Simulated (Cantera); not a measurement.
Input: 1 mol Si, 0.57 mol H₂O, 100 mol N₂, 0.016 mol CO₂, equilibrated at 0.470 bar.

These are equilibrium values from Cantera (NASA tables, ideal gas, pure condensed phases), not measurements of a reactor. Candidate condensed phases: C, C₆H₆, C₇H₈, C₈H₁₈, H₂O, Si, SiC, SiO₂, Si₂N₂O, Si₃N₄; 151 gas species. N₂ is the only nitrogen source here; it is nearly inert below about 1500 K, so the nitride shown seldom forms there in practice. Mutual solubility and eutectic melting of coexisting phases are not modelled. The tables hold silica as quartz up to 1696 K and as liquid above; real silica turns to tridymite and cristobalite and melts near 1996 K. Kinetics and transport are ignored.

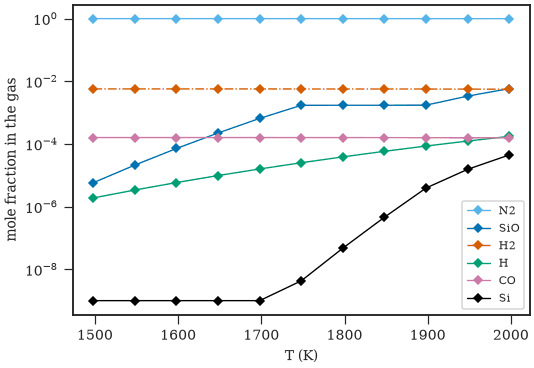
Figure: Equilibrium gas composition (values under 1e-9 drawn at 1e-9)

### Question
Read off the mole fractions at 1848 K.

### Answer
N₂ about 0.99, H₂ about 0.0057, SiO about 0.0017, CO about 0.00016, H about 5.8e-5, Si about 4.6e-7.
